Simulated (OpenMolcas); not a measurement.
**Single-point calculation, with input and output: GeHF₃ (part 1 of 2)**

- system: GeHF₃
- method: HF/ANO-R0, RHF, sfX2C (OpenMolcas 26.06)

The geometry comes from this level: PBE0-D4/def2-TZVP.

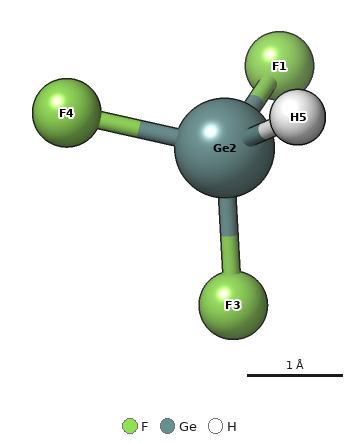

Figure 1. The structure (ball-and-stick view, seen at a tilt; atoms are numbered from 1 in the order of the input). Sticks mark near contacts. Bond lengths as drawn: F–Ge 1.71 Å and Ge–H 1.52 Å.

### The input
```
&gateway
  coord
  geom.xyz
  basis
  ANO-R0
  group
  NoSym

&seward

&scf
  prorbitals
  0

&localisation
  occupied
  freeze
  pipek-mezey

&localisation
  fileorb
  $Project.LocOrb
  virtual
  pipek-mezey
```

### File geom.xyz
```
5

F     -0.249800    -0.734100     1.483000
Ge     0.095600    -0.008700    -0.023300
F     -0.673100     1.515700    -0.011300
F     -0.708100    -0.944000    -1.204000
H      1.585200     0.097300    -0.285700
```

Machine: 1 thread of Intel Xeon (Granite Rapids), 64 GiB of memory available, shared host.

Launch command:
```bash
export MOLCAS_MEM=1860
pymolcas step1.input > step1.log
```

### What the program printed
```
--- Start Module: gateway ---

                                              &GATEWAY

                       available to each process: 1.9 GB of memory, 1 thread

++    Symmetry information:
      ---------------------

                    Character Table for C1

                             E
                    a        1  x, y, xy, Rz, z, xz, Ry, yz, Rx, I
--

++    Basis set information:
      ----------------------

      Basis set label: F.ANO-R...2S1P.

      Electronic valence basis set:
      ------------------
      Associated Effective Charge   9.000000 au
      Associated Actual Charge      9.000000 au
      Nuclear Model: Finite nucleus - Gaussian distribution
        Gaussian exponent, Xi/bohr**(-2):  5.35469E+08

      Shell  nPrim  nBasis  Cartesian Spherical Contaminant
         s      13       2        X
         p       8       1        X

      Basis set label: GE.ANO-R...4S3P1D.

      Electronic valence basis set:
      ------------------
      Associated Effective Charge  32.000000 au
      Associated Actual Charge     32.000000 au
      Nuclear Model: Finite nucleus - Gaussian distribution
        Gaussian exponent, Xi/bohr**(-2):  2.52356E+08

      Shell  nPrim  nBasis  Cartesian Spherical Contaminant
         s      20       4        X
         p      15       3        X
         d       9       1                 X

      Basis set label: F.ANO-R...2S1P.

      Electronic valence basis set:
      ------------------
      Associated Effective Charge   9.000000 au
      Associated Actual Charge      9.000000 au
      Nuclear Model: Finite nucleus - Gaussian distribution
        Gaussian exponent, Xi/bohr**(-2):  5.35469E+08

      Shell  nPrim  nBasis  Cartesian Spherical Contaminant
         s      13       2        X
         p       8       1        X

      Basis set label: H.ANO-R...1S.

      Electronic valence basis set:
      ------------------
      Associated Effective Charge   1.000000 au
      Associated Actual Charge      1.000000 au
      Nuclear Model: Finite nucleus - Gaussian distribution
        Gaussian exponent, Xi/bohr**(-2):  2.12482E+09

      Shell  nPrim  nBasis  Cartesian Spherical Contaminant
         s       7       1        X
--

++    Molecular structure info:
      -------------------------

                    ************************************************
                    **** Cartesian Coordinates / bohr, angstrom ****
                    ************************************************

     Center  Label                x              y              z                     x              y              z
        1      F1              -0.472054      -1.387248       2.802464             -0.249800      -0.734100       1.483000
        2      GE2              0.180658      -0.016441      -0.044031              0.095600      -0.008700      -0.023300
        3      F3              -1.271975       2.864258      -0.021354             -0.673100       1.515700      -0.011300
        4      F4              -1.338115      -1.783901      -2.275230             -0.708100      -0.944000      -1.204000
        5      H5               2.995594       0.183870      -0.539895              1.585200       0.097300      -0.285700

                    ***************************************
                    *    InterNuclear Distances / bohr    *
                    ***************************************

               1 F1            2 GE2           3 F3            4 F4            5 H5
    1 F1       0.000000
    2 GE2      3.226093        0.000000
    3 F3       5.166152        3.226310        0.000000
    4 F4       5.166273        3.226274        5.166209        0.000000
    5 H5       5.066000        2.865287        5.066113        5.066019        0.000000

                    *******************************************
                    *    InterNuclear Distances / angstrom    *
                    *******************************************

               1 F1            2 GE2           3 F3            4 F4            5 H5
    1 F1       0.000000
    2 GE2      1.707175        0.000000
    3 F3       2.733810        1.707290        0.000000
    4 F4       2.733874        1.707270        2.733840        0.000000
    5 H5       2.680812        1.516245        2.680872        2.680822        0.000000
--

            Nuclear Potential Energy            331.33937153 au

--- Stop Module: gateway /rc=_RC_ALL_IS_WELL_ ---

--- Start Module: seward ---

                                              &SEWARD

                       available to each process: 1.9 GB of memory, 1 thread

               SEWARD will generate:
                  Multipole Moment integrals up to order  2
                  Kinetic Energy integrals
                  Nuclear Attraction integrals (finite nuclei - Gaussian type)
                  One-Electron Hamiltonian integrals
                  Velocity integrals
                  Relativistic X2C integrals
                  Orbital angular momentum around ( -0.3197  -0.0520   0.0441 )
                  Velocity quadrupole around ( -0.3197  -0.0520   0.0441 )
                  Atomic mean-field integrals
                  Two-Electron Repulsion integrals

                   Integrals are discarded if absolute value <: 1.00E-14
                   Integral cutoff threshold is set to       <: 1.00E-16

            Nuclear Potential Energy            331.33937153 au

      Basis set specifications :
      Symmetry species         a
      Basis functions           34

--- Stop Module: seward /rc=_RC_ALL_IS_WELL_ ---
--- Module seward spent 1 second ---

--- Start Module: scf ---

                                                &SCF

                       available to each process: 1.9 GB of memory, 1 thread

++    Input section:
      --------------

      Header of the integral files:

      Cartesian coordinates in angstrom:
      -----------------------------------------------------
      No.  Label        X            Y            Z
      -----------------------------------------------------
       1   F1        -0.24980000  -0.73410000   1.48300000
       2   GE2        0.09560000  -0.00870000  -0.02330000
       3   F3        -0.67310000   1.51570000  -0.01130000
       4   F4        -0.70810000  -0.94400000  -1.20400000
       5   H5         1.58520000   0.09730000  -0.28570000
      -----------------------------------------------------
      Nuclear repulsion energy =  331.33937153
--

++    Orbital specifications:
      -----------------------

      Symmetry species               1
                                     a
      Frozen orbitals                0
      Occupied orbitals             30
      Secondary orbitals             4
      Deleted orbitals               0
      Total number of orbitals      34
      Number of basis functions     34
--

      Molecular charge                           0.000

++    Optimization specifications:
      ----------------------------

      SCF Algorithm: Conventional
      Minimized density differences are used
      Number of density matrices in core                 5
      Maximum number of NDDO SCF iterations            400
      Maximum number of HF SCF iterations              400
      Threshold for SCF energy change             1.00E-09
      Threshold for density matrix                1.00E-04
      Threshold for Fock matrix                   1.50E-04
      Threshold for linear dependence             1.00E-09
      Threshold at which DIIS is turned on        1.50E-01
      Maximum depth in the DIIS procedure                5
      Maximum depth in the BFGS Hessian update          30
      Threshold at which QNR/C2DIIS is turned on  7.50E-02
      Threshold for Norm(delta) (QNR/C2DIIS)      1.00E-03
      All orbitals punched on: SCFORB
--

      Input vectors read from INPORB
      Orbital file label: *Guess orbitals

++ Convergence information
                                   SCF        iterations: Energy and convergence statistics

Iter     Tot. SCF        One-elec.       Two-elec.     Energy      Max Dij or  Max Fij      DNorm      TNorm      AccCon     Time
         Energy          Energy          Energy        Change      Delta Norm                                                in Sec.

 The total and one-electron energies are shifted by a value of      2000. a.u.

   1  -395.486780839 -2003.165300225  1276.339147855   0.00E+00    4.81E-01*   1.61E-01*    1.09E+01   2.78E+02   None         0.
   2  -395.851174742 -2002.349260455  1275.158714183  -3.64E-01*   8.54E-02*   4.25E-02*    3.17E+00   2.78E+02   EDIIS        0.
   3  -395.871037105 -2002.458344464  1275.247935828  -1.99E-02*   3.59E-02*   1.44E-02*    5.09E-01   2.78E+02   c2DIIS       0.
   4  -395.873952612 -2002.463199692  1275.249875550  -2.92E-03*   1.53E-02*   6.13E-03*    9.37E-02   2.78E+02   QNRc2DIIS    0.
   5  -395.874492571 -2002.478856857  1275.264992756  -5.40E-04*   1.41E-02*   3.04E-03*    1.14E-02   2.78E+02   QNRc2DIIS    0.
   6  -395.874647317 -2002.490641330  1275.276622483  -1.55E-04*   4.78E-04    2.39E-04*    2.10E-03   2.78E+02   QNRc2DIIS    0.
   7  -395.874647711 -2002.490281065  1275.276261824  -3.94E-07*   1.52E-04    4.24E-05     5.58E-04   2.78E+02   QNRc2DIIS    0.
   8  -395.874647738 -2002.490118103  1275.276098835  -2.69E-08*   4.88E-05    8.54E-06     2.25E-04   2.78E+02   QNRc2DIIS    0.
   9  -395.874647739 -2002.490031096  1275.276011827  -1.74E-09*   2.47E-06    9.24E-07     3.72E-05   2.78E+02   QNRc2DIIS    0.
  10  -395.874647739 -2002.490018558  1275.275999289  -1.00E-11    4.61E-07    1.55E-07     6.58E-04   2.78E+02   QNRc2DIIS    0.

       Convergence after  10 Iterations
--

 *****************************************************************************************************************************
 *                                             SCF/KS-DFT Program, Final results                                             *
 *                                                       Final Results                                                       *
 *****************************************************************************************************************************

::    Total SCF energy                              -2395.8746477394
      One-electron energy                           -4002.4900185585
      Two-electron energy                            1275.2759992886
      Nuclear repulsion energy                        331.3393715305
      Kinetic energy (interpolated)                  2528.6100305263
      Virial theorem                                    0.9475065822
      Total spin, S(S+1)                                0.0000000000
      Total spin, S                                     0.0000000000
      Max non-diagonal density matrix element           0.0000004831
      Max non-diagonal Fock matrix element              0.0000000378

      No orbitals printed

++    Molecular charges:
      ------------------

      Mulliken charges per centre
      ---------------------------

                F1      GE2     F3      F4      H5
      Total    9.3162 30.8726  9.3161  9.3161  1.1790

      N-E     -0.3162  1.1274 -0.3161 -0.3161 -0.1790

      Total electronic charge=   60.000000

      Total            charge=   -0.000000
--

++    Static properties:
      ------------------

      LoProp Charges per center

                   F1       GE2      F3       F4       H5
      Nuclear      9.0000  32.0000   9.0000   9.0000   1.0000
      Electronic  -9.2562 -31.0614  -9.2562  -9.2562  -1.1700

      Total       -0.2562   0.9386  -0.2562  -0.2562  -0.1700
--
```
